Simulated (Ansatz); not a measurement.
Molecular dynamics, with input and output: AlH$_{2}$Cl$_{2}$F (part 1 of 4)

AlH$_{2}$Cl$_{2}$F, computed with UKS r2SCANh/def2-SVP (Ansatz 0.2.0).

It belongs to a series of runs on one base structure; here: dynamics from the highest image of the converged band. Figures and captions count atoms from 1; the log counts them from 0 in places.

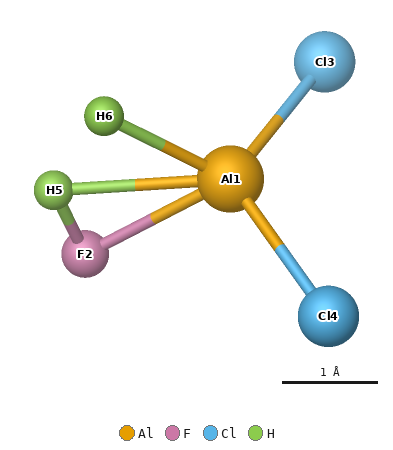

Figure 1. The input geometry (ball-and-stick view, seen at a tilt; atoms are numbered from 1 in the order of the input). Sticks mark near contacts.

Results in brief:

- outcome: finished
- mean temperature over the second half: 245 K
- trajectory: 200 steps, 100 fs
- ensemble: nve
- temperature in the input: 300.0 K
- time step: 0.5 fs
- potential energy (last step): −34380.0408 eV
- mean-field energy (last step): −34380.0408 eV
- largest force (length of the vector) (last step): 0.811 eV/Å
- hardware: 2 threads of Intel Xeon (Sapphire Rapids), 16 GiB of memory available, shared host
- wall time: 10 min (CPU time 20 min)
- peak memory: 0.3 GiB

Remarks:

So short a trajectory is not equilibrated.

Input file:
```yaml
crystal:
  periodic: [false, false, false]
  atoms:
    - { symbol: Al, position_ang: [0.296253, -0.342025, 0.096701] }
    - { symbol: F, position_ang: [-1.407992, 0.518876, -0.046686] }
    - { symbol: Cl, position_ang: [0.413744, -1.900566, -1.28808] }
    - { symbol: Cl, position_ang: [0.771614, -0.644312, 2.107137] }
    - { symbol: H, position_ang: [-0.667218, 1.187193, -0.371581] }
    - { symbol: H, position_ang: [0.593598, 1.180833, -0.497392] }
magnetization:
  spin_polarized: true
basis:
  gaussian: { orbitals: def2-SVP }
hamiltonian:
  xc: r2scanh
md:
  timestep: 0.5
  n_steps: 200
  ensemble: nve
  temperature: 300.0
  initial_velocities: maxwell_boltzmann
  seed: 6590
```

Launched with:
```bash
ansatz run input.yaml --threads 2 --pin off --max-ram 3072MiB --backend cpu --events-out ev --progress --plain --runs-dir out
```

What the program printed:
```
Engine: ansatz 0.2.0, x86_64-unknown-linux-gnu
Functional definition: r2SCANh
  parameter a = 0.1
  parameter k0 = 0.174
  parameter k1 = 0.065
  parameter a1 = 4.9479
  exchange = (1 - a)*r2scan_x(k0 = k0, k1 = k1, a1 = a1) + a*exact_x
  correlation = r2scan_c
765 factors; integrals over basis functions are off by at most 2.5e-4 eV
mean field evaluation 1: about -34378.9116 eV, gradient 1.8e1 eV
mean field evaluation 2: about -34378.1044 eV, gradient 2.4e1 eV
mean field evaluation 4: about -34379.9995 eV, gradient 5.9e-1 eV
mean field evaluation 8: about -34380.0028 eV, gradient 4.2e-3 eV
mean field -34380.00280931 eV, -1263.4417996392 hartree, gradient 2.0e-5 eV, S^2 0.000000; 0 other end points of the search recorded, 0 dependent functions left out
the calculation of the forces begins
reference -34380.00281976 eV, -1263.4418000233 hartree; 29, 29 occupied and 49, 49 virtual orbitals, 765 factors
md step     0: t =     0.00 fs  T =   300.0 K  F+E_penalty+E_count = -34380.00280931 eV  E_kin = 0.155112 eV  conserved = -34379.84769731 eV  (25 SCF iters)
these checks for a lower state are left out or cut short: starts, cluster_reference, orbital_swaps, neighbouring_geometries, increment
765 factors; integrals over basis functions are off by at most 2.6e-4 eV
mean field evaluation 16: about -34380.0002 eV, gradient 1.4e-3 eV
mean field -34380.00201530 eV, -1263.4417704599 hartree, gradient 2.7e-5 eV, S^2 0.000000; 0 other end points of the search recorded, 0 dependent functions left out
the calculation of the forces begins
reference -34380.00202575 eV, -1263.4417708439 hartree; 29, 29 occupied and 49, 49 virtual orbitals, 765 factors
md step     1: t =     0.50 fs  T =   298.5 K  F+E_penalty+E_count = -34380.00201530 eV  E_kin = 0.154317 eV  conserved = -34379.84769848 eV  (29 SCF iters)
[... from here on the SCF iterations and repeated set-up lines of each step are left out, up to the last step ...]
md step     2: t =     1.00 fs  T =   293.8 K  F+E_penalty+E_count = -34379.99961394 eV  E_kin = 0.151922 eV  conserved = -34379.84769176 eV  (31 SCF iters)
md step     3: t =     1.50 fs  T =   286.3 K  F+E_penalty+E_count = -34379.99573136 eV  E_kin = 0.148054 eV  conserved = -34379.84767710 eV  (30 SCF iters)
md step     4: t =     2.00 fs  T =   276.5 K  F+E_penalty+E_count = -34379.99061838 eV  E_kin = 0.142963 eV  conserved = -34379.84765534 eV  (30 SCF iters)
md step     5: t =     2.50 fs  T =   265.0 K  F+E_penalty+E_count = -34379.98463481 eV  E_kin = 0.137006 eV  conserved = -34379.84762879 eV  (30 SCF iters)
md step     6: t =     3.00 fs  T =   252.6 K  F+E_penalty+E_count = -34379.97821128 eV  E_kin = 0.130610 eV  conserved = -34379.84760105 eV  (24 SCF iters)
md step     7: t =     3.50 fs  T =   240.2 K  F+E_penalty+E_count = -34379.97179101 eV  E_kin = 0.124214 eV  conserved = -34379.84757667 eV  (24 SCF iters)
md step     8: t =     4.00 fs  T =   228.6 K  F+E_penalty+E_count = -34379.96576059 eV  E_kin = 0.118201 eV  conserved = -34379.84755976 eV  (24 SCF iters)
md step     9: t =     4.50 fs  T =   218.2 K  F+E_penalty+E_count = -34379.96038707 eV  E_kin = 0.112834 eV  conserved = -34379.84755269 eV  (24 SCF iters)
md step    10: t =     5.00 fs  T =   209.3 K  F+E_penalty+E_count = -34379.95578099 eV  E_kin = 0.108225 eV  conserved = -34379.84755554 eV  (24 SCF iters)
md step    11: t =     5.50 fs  T =   201.8 K  F+E_penalty+E_count = -34379.95189760 eV  E_kin = 0.104332 eV  conserved = -34379.84756569 eV  (24 SCF iters)
md step    12: t =     6.00 fs  T =   195.3 K  F+E_penalty+E_count = -34379.94857862 eV  E_kin = 0.101000 eV  conserved = -34379.84757888 eV  (24 SCF iters)
md step    13: t =     6.50 fs  T =   189.6 K  F+E_penalty+E_count = -34379.94561993 eV  E_kin = 0.098030 eV  conserved = -34379.84759021 eV  (24 SCF iters)
md step    14: t =     7.00 fs  T =   184.2 K  F+E_penalty+E_count = -34379.94284533 eV  E_kin = 0.095249 eV  conserved = -34379.84759621 eV  (25 SCF iters)
md step    15: t =     7.50 fs  T =   179.0 K  F+E_penalty+E_count = -34379.94016236 eV  E_kin = 0.092567 eV  conserved = -34379.84759524 eV  (24 SCF iters)
md step    16: t =     8.00 fs  T =   174.1 K  F+E_penalty+E_count = -34379.93758795 eV  E_kin = 0.090000 eV  conserved = -34379.84758781 eV  (24 SCF iters)
md step    17: t =     8.50 fs  T =   169.6 K  F+E_penalty+E_count = -34379.93524048 eV  E_kin = 0.087664 eV  conserved = -34379.84757616 eV  (25 SCF iters)
md step    18: t =     9.00 fs  T =   165.8 K  F+E_penalty+E_count = -34379.93330485 eV  E_kin = 0.085741 eV  conserved = -34379.84756343 eV  (25 SCF iters)
md step    19: t =     9.50 fs  T =   163.3 K  F+E_penalty+E_count = -34379.93198235 eV  E_kin = 0.084429 eV  conserved = -34379.84755288 eV  (26 SCF iters)
md step    20: t =    10.00 fs  T =   162.3 K  F+E_penalty+E_count = -34379.93143839 eV  E_kin = 0.083891 eV  conserved = -34379.84754725 eV  (24 SCF iters)
md step    21: t =    10.50 fs  T =   162.9 K  F+E_penalty+E_count = -34379.93175931 eV  E_kin = 0.084211 eV  conserved = -34379.84754812 eV  (24 SCF iters)
md step    22: t =    11.00 fs  T =   165.1 K  F+E_penalty+E_count = -34379.93292757 eV  E_kin = 0.085372 eV  conserved = -34379.84755556 eV  (25 SCF iters)
md step    23: t =    11.50 fs  T =   168.8 K  F+E_penalty+E_count = -34379.93482156 eV  E_kin = 0.087254 eV  conserved = -34379.84756800 eV  (25 SCF iters)
md step    24: t =    12.00 fs  T =   173.4 K  F+E_penalty+E_count = -34379.93724246 eV  E_kin = 0.089660 eV  conserved = -34379.84758209 eV  (24 SCF iters)
md step    25: t =    12.50 fs  T =   178.7 K  F+E_penalty+E_count = -34379.93996690 eV  E_kin = 0.092373 eV  conserved = -34379.84759348 eV  (30 SCF iters)
md step    26: t =    13.00 fs  T =   184.2 K  F+E_penalty+E_count = -34379.94281491 eV  E_kin = 0.095217 eV  conserved = -34379.84759813 eV  (30 SCF iters)
md step    27: t =    13.50 fs  T =   189.8 K  F+E_penalty+E_count = -34379.94571349 eV  E_kin = 0.098120 eV  conserved = -34379.84759343 eV  (30 SCF iters)
md step    28: t =    14.00 fs  T =   195.6 K  F+E_penalty+E_count = -34379.94873157 eV  E_kin = 0.101151 eV  conserved = -34379.84758077 eV  (30 SCF iters)
md step    29: t =    14.50 fs  T =   202.1 K  F+E_penalty+E_count = -34379.95205858 eV  E_kin = 0.104493 eV  conserved = -34379.84756534 eV  (30 SCF iters)
md step    30: t =    15.00 fs  T =   209.6 K  F+E_penalty+E_count = -34379.95592195 eV  E_kin = 0.108367 eV  conserved = -34379.84755525 eV  (29 SCF iters)
md step    31: t =    15.50 fs  T =   218.4 K  F+E_penalty+E_count = -34379.96046349 eV  E_kin = 0.112906 eV  conserved = -34379.84755790 eV  (29 SCF iters)
md step    32: t =    16.00 fs  T =   228.3 K  F+E_penalty+E_count = -34379.96562748 eV  E_kin = 0.118051 eV  conserved = -34379.84757642 eV  (29 SCF iters)
md step    33: t =    16.50 fs  T =   238.9 K  F+E_penalty+E_count = -34379.97111727 eV  E_kin = 0.123510 eV  conserved = -34379.84760710 eV  (29 SCF iters)
md step    34: t =    17.00 fs  T =   249.1 K  F+E_penalty+E_count = -34379.97645381 eV  E_kin = 0.128813 eV  conserved = -34379.84764072 eV  (29 SCF iters)
md step    35: t =    17.50 fs  T =   258.1 K  F+E_penalty+E_count = -34379.98111739 eV  E_kin = 0.133451 eV  conserved = -34379.84766646 eV  (29 SCF iters)
md step    36: t =    18.00 fs  T =   265.0 K  F+E_penalty+E_count = -34379.98471376 eV  E_kin = 0.137038 eV  conserved = -34379.84767626 eV  (29 SCF iters)
md step    37: t =    18.50 fs  T =   269.7 K  F+E_penalty+E_count = -34379.98709648 eV  E_kin = 0.139428 eV  conserved = -34379.84766820 eV  (29 SCF iters)
md step    38: t =    19.00 fs  T =   272.2 K  F+E_penalty+E_count = -34379.98839914 eV  E_kin = 0.140753 eV  conserved = -34379.84764602 eV  (28 SCF iters)
md step    39: t =    19.50 fs  T =   273.4 K  F+E_penalty+E_count = -34379.98897461 eV  E_kin = 0.141357 eV  conserved = -34379.84761771 eV  (25 SCF iters)
md step    40: t =    20.00 fs  T =   274.0 K  F+E_penalty+E_count = -34379.98926767 eV  E_kin = 0.141675 eV  conserved = -34379.84759293 eV  (25 SCF iters)
md step    41: t =    20.50 fs  T =   274.8 K  F+E_penalty+E_count = -34379.98966558 eV  E_kin = 0.142086 eV  conserved = -34379.84757968 eV  (24 SCF iters)
md step    42: t =    21.00 fs  T =   276.2 K  F+E_penalty+E_count = -34379.99037422 eV  E_kin = 0.142793 eV  conserved = -34379.84758156 eV  (24 SCF iters)
md step    43: t =    21.50 fs  T =   278.0 K  F+E_penalty+E_count = -34379.99135973 eV  E_kin = 0.143763 eV  conserved = -34379.84759710 eV  (29 SCF iters)
md step    44: t =    22.00 fs  T =   280.0 K  F+E_penalty+E_count = -34379.99237735 eV  E_kin = 0.144758 eV  conserved = -34379.84761911 eV  (29 SCF iters)
md step    45: t =    22.50 fs  T =   281.3 K  F+E_penalty+E_count = -34379.99308989 eV  E_kin = 0.145454 eV  conserved = -34379.84763599 eV  (29 SCF iters)
md step    46: t =    23.00 fs  T =   281.6 K  F+E_penalty+E_count = -34379.99324499 eV  E_kin = 0.145608 eV  conserved = -34379.84763700 eV  (29 SCF iters)
md step    47: t =    23.50 fs  T =   280.9 K  F+E_penalty+E_count = -34379.99283913 eV  E_kin = 0.145221 eV  conserved = -34379.84761773 eV  (31 SCF iters)
md step    48: t =    24.00 fs  T =   279.7 K  F+E_penalty+E_count = -34379.99217992 eV  E_kin = 0.144595 eV  conserved = -34379.84758456 eV  (30 SCF iters)
md step    49: t =    24.50 fs  T =   279.0 K  F+E_penalty+E_count = -34379.99178218 eV  E_kin = 0.144228 eV  conserved = -34379.84755377 eV  (24 SCF iters)
md step    50: t =    25.00 fs  T =   279.6 K  F+E_penalty+E_count = -34379.99211633 eV  E_kin = 0.144573 eV  conserved = -34379.84754347 eV  (25 SCF iters)
md step    51: t =    25.50 fs  T =   281.9 K  F+E_penalty+E_count = -34379.99333381 eV  E_kin = 0.145771 eV  conserved = -34379.84756276 eV  (24 SCF iters)
md step    52: t =    26.00 fs  T =   285.3 K  F+E_penalty+E_count = -34379.99513645 eV  E_kin = 0.147532 eV  conserved = -34379.84760429 eV  (24 SCF iters)
md step    53: t =    26.50 fs  T =   288.6 K  F+E_penalty+E_count = -34379.99688941 eV  E_kin = 0.149241 eV  conserved = -34379.84764835 eV  (24 SCF iters)
md step    54: t =    27.00 fs  T =   290.6 K  F+E_penalty+E_count = -34379.99792227 eV  E_kin = 0.150248 eV  conserved = -34379.84767397 eV  (31 SCF iters)
md step    55: t =    27.50 fs  T =   290.5 K  F+E_penalty+E_count = -34379.99785086 eV  E_kin = 0.150181 eV  conserved = -34379.84766984 eV  (30 SCF iters)
md step    56: t =    28.00 fs  T =   288.4 K  F+E_penalty+E_count = -34379.99675280 eV  E_kin = 0.149114 eV  conserved = -34379.84763861 eV  (31 SCF iters)
md step    57: t =    28.50 fs  T =   285.3 K  F+E_penalty+E_count = -34379.99512832 eV  E_kin = 0.147534 eV  conserved = -34379.84759389 eV  (25 SCF iters)
md step    58: t =    29.00 fs  T =   282.6 K  F+E_penalty+E_count = -34379.99368894 eV  E_kin = 0.146136 eV  conserved = -34379.84755332 eV  (25 SCF iters)
md step    59: t =    29.50 fs  T =   281.5 K  F+E_penalty+E_count = -34379.99307942 eV  E_kin = 0.145548 eV  conserved = -34379.84753173 eV  (26 SCF iters)
md step    60: t =    30.00 fs  T =   282.6 K  F+E_penalty+E_count = -34379.99364264 eV  E_kin = 0.146107 eV  conserved = -34379.84753614 eV  (25 SCF iters)
md step    61: t =    30.50 fs  T =   285.8 K  F+E_penalty+E_count = -34379.99530789 eV  E_kin = 0.147744 eV  conserved = -34379.84756352 eV  (25 SCF iters)
md step    62: t =    31.00 fs  T =   290.2 K  F+E_penalty+E_count = -34379.99763982 eV  E_kin = 0.150039 eV  conserved = -34379.84760112 eV  (31 SCF iters)
md step    63: t =    31.50 fs  T =   294.8 K  F+E_penalty+E_count = -34380.00003873 eV  E_kin = 0.152408 eV  conserved = -34379.84763105 eV  (31 SCF iters)
md step    64: t =    32.00 fs  T =   298.6 K  F+E_penalty+E_count = -34380.00202405 eV  E_kin = 0.154387 eV  conserved = -34379.84763718 eV  (31 SCF iters)
md step    65: t =    32.50 fs  T =   301.5 K  F+E_penalty+E_count = -34380.00348280 eV  E_kin = 0.155868 eV  conserved = -34379.84761442 eV  (31 SCF iters)
md step    66: t =    33.00 fs  T =   304.0 K  F+E_penalty+E_count = -34380.00474178 eV  E_kin = 0.157167 eV  conserved = -34379.84757481 eV  (31 SCF iters)
md step    67: t =    33.50 fs  T =   307.2 K  F+E_penalty+E_count = -34380.00638085 eV  E_kin = 0.158837 eV  conserved = -34379.84754348 eV  (29 SCF iters)
md step    68: t =    34.00 fs  T =   312.0 K  F+E_penalty+E_count = -34380.00885522 eV  E_kin = 0.161311 eV  conserved = -34379.84754383 eV  (30 SCF iters)
md step    69: t =    34.50 fs  T =   318.3 K  F+E_penalty+E_count = -34380.01214836 eV  E_kin = 0.164567 eV  conserved = -34379.84758135 eV  (29 SCF iters)
md step    70: t =    35.00 fs  T =   325.0 K  F+E_penalty+E_count = -34380.01569414 eV  E_kin = 0.168055 eV  conserved = -34379.84763880 eV  (30 SCF iters)
md step    71: t =    35.50 fs  T =   330.6 K  F+E_penalty+E_count = -34380.01863812 eV  E_kin = 0.170951 eV  conserved = -34379.84768698 eV  (27 SCF iters)
md step    72: t =    36.00 fs  T =   333.8 K  F+E_penalty+E_count = -34380.02027791 eV  E_kin = 0.172575 eV  conserved = -34379.84770265 eV  (28 SCF iters)
md step    73: t =    36.50 fs  T =   334.1 K  F+E_penalty+E_count = -34380.02041526 eV  E_kin = 0.172735 eV  conserved = -34379.84768050 eV  (27 SCF iters)
md step    74: t =    37.00 fs  T =   332.3 K  F+E_penalty+E_count = -34380.01943671 eV  E_kin = 0.171804 eV  conserved = -34379.84763321 eV  (27 SCF iters)
md step    75: t =    37.50 fs  T =   329.8 K  F+E_penalty+E_count = -34380.01811576 eV  E_kin = 0.170533 eV  conserved = -34379.84758285 eV  (27 SCF iters)
md step    76: t =    38.00 fs  T =   328.2 K  F+E_penalty+E_count = -34380.01726405 eV  E_kin = 0.169713 eV  conserved = -34379.84755082 eV  (26 SCF iters)
md step    77: t =    38.50 fs  T =   328.5 K  F+E_penalty+E_count = -34380.01739425 eV  E_kin = 0.169845 eV  conserved = -34379.84754941 eV  (28 SCF iters)
md step    78: t =    39.00 fs  T =   330.6 K  F+E_penalty+E_count = -34380.01852587 eV  E_kin = 0.170949 eV  conserved = -34379.84757729 eV  (26 SCF iters)
md step    79: t =    39.50 fs  T =   333.8 K  F+E_penalty+E_count = -34380.02020275 eV  E_kin = 0.172582 eV  conserved = -34379.84762076 eV  (28 SCF iters)
md step    80: t =    40.00 fs  T =   336.6 K  F+E_penalty+E_count = -34380.02171439 eV  E_kin = 0.174056 eV  conserved = -34379.84765793 eV  (27 SCF iters)
md step    81: t =    40.50 fs  T =   338.0 K  F+E_penalty+E_count = -34380.02244234 eV  E_kin = 0.174774 eV  conserved = -34379.84766826 eV  (27 SCF iters)
md step    82: t =    41.00 fs  T =   337.6 K  F+E_penalty+E_count = -34380.02217886 eV  E_kin = 0.174534 eV  conserved = -34379.84764468 eV  (28 SCF iters)
md step    83: t =    41.50 fs  T =   335.8 K  F+E_penalty+E_count = -34380.02123708 eV  E_kin = 0.173637 eV  conserved = -34379.84760031 eV  (27 SCF iters)
md step    84: t =    42.00 fs  T =   334.0 K  F+E_penalty+E_count = -34380.02025051 eV  E_kin = 0.172687 eV  conserved = -34379.84756370 eV  (27 SCF iters)
md step    85: t =    42.50 fs  T =   333.0 K  F+E_penalty+E_count = -34380.01974323 eV  E_kin = 0.172182 eV  conserved = -34379.84756155 eV  (28 SCF iters)
md step    86: t =    43.00 fs  T =   332.9 K  F+E_penalty+E_count = -34380.01973544 eV  E_kin = 0.172137 eV  conserved = -34379.84759890 eV  (26 SCF iters)
md step    87: t =    43.50 fs  T =   332.7 K  F+E_penalty+E_count = -34380.01966705 eV  E_kin = 0.172012 eV  conserved = -34379.84765553 eV  (27 SCF iters)
md step    88: t =    44.00 fs  T =   330.7 K  F+E_penalty+E_count = -34380.01870330 eV  E_kin = 0.171005 eV  conserved = -34379.84769872 eV  (28 SCF iters)
md step    89: t =    44.50 fs  T =   325.9 K  F+E_penalty+E_count = -34380.01622202 eV  E_kin = 0.168517 eV  conserved = -34379.84770493 eV  (28 SCF iters)
md step    90: t =    45.00 fs  T =   318.2 K  F+E_penalty+E_count = -34380.01216974 eV  E_kin = 0.164498 eV  conserved = -34379.84767177 eV  (27 SCF iters)
md step    91: t =    45.50 fs  T =   308.5 K  F+E_penalty+E_count = -34380.00709927 eV  E_kin = 0.159483 eV  conserved = -34379.84761597 eV  (28 SCF iters)
md step    92: t =    46.00 fs  T =   298.5 K  F+E_penalty+E_count = -34380.00191099 eV  E_kin = 0.154348 eV  conserved = -34379.84756262 eV  (27 SCF iters)
md step    93: t =    46.50 fs  T =   290.0 K  F+E_penalty+E_count = -34379.99745898 eV  E_kin = 0.149926 eV  conserved = -34379.84753341 eV  (26 SCF iters)
md step    94: t =    47.00 fs  T =   283.7 K  F+E_penalty+E_count = -34379.99420823 eV  E_kin = 0.146670 eV  conserved = -34379.84753819 eV  (28 SCF iters)
md step    95: t =    47.50 fs  T =   279.5 K  F+E_penalty+E_count = -34379.99207662 eV  E_kin = 0.144504 eV  conserved = -34379.84757244 eV  (28 SCF iters)
md step    96: t =    48.00 fs  T =   276.4 K  F+E_penalty+E_count = -34379.99051323 eV  E_kin = 0.142895 eV  conserved = -34379.84761774 eV  (28 SCF iters)
md step    97: t =    48.50 fs  T =   273.0 K  F+E_penalty+E_count = -34379.98878860 eV  E_kin = 0.141139 eV  conserved = -34379.84764952 eV  (27 SCF iters)
md step    98: t =    49.00 fs  T =   268.3 K  F+E_penalty+E_count = -34379.98638122 eV  E_kin = 0.138733 eV  conserved = -34379.84764834 eV  (28 SCF iters)
md step    99: t =    49.50 fs  T =   262.4 K  F+E_penalty+E_count = -34379.98327896 eV  E_kin = 0.135667 eV  conserved = -34379.84761199 eV  (27 SCF iters)
md step   100: t =    50.00 fs  T =   256.2 K  F+E_penalty+E_count = -34379.98000965 eV  E_kin = 0.132449 eV  conserved = -34379.84756070 eV  (28 SCF iters)
md step   101: t =    50.50 fs  T =   251.1 K  F+E_penalty+E_count = -34379.97733159 eV  E_kin = 0.129804 eV  conserved = -34379.84752728 eV  (28 SCF iters)
md step   102: t =    51.00 fs  T =   248.0 K  F+E_penalty+E_count = -34379.97573654 eV  E_kin = 0.128200 eV  conserved = -34379.84753623 eV  (25 SCF iters)
md step   103: t =    51.50 fs  T =   246.6 K  F+E_penalty+E_count = -34379.97508432 eV  E_kin = 0.127499 eV  conserved = -34379.84758541 eV  (25 SCF iters)
```
